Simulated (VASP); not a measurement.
Band structure of ZrO₂ (space group I4_1/amd). Method: modified Becke-Johnson potential (mBJ), VASP's PBE PAW potentials (set 64) (plane waves; VASP).

mBJ is a potential without an energy functional, so only the levels count. The path is coarsely sampled, so an indirect gap can come out somewhat too large.

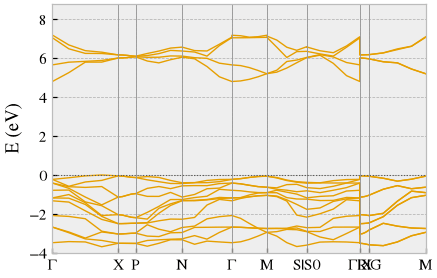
*Bands along high-symmetry lines, zero at the valence-band maximum or, without a gap, the Fermi level*

Q: Read the plot: is there a gap, and where are the band edges?

A: The gap is indirect, 4.80 eV, from the valence maximum at Γ-X at 0.75 to the conduction minimum at Γ.

The structure comes from a computed database's ZrO2 entry (I4_1/amd); how it stands against other phases isn't given here. It was relaxed first. The cell's shape comes from a PBE relaxation.
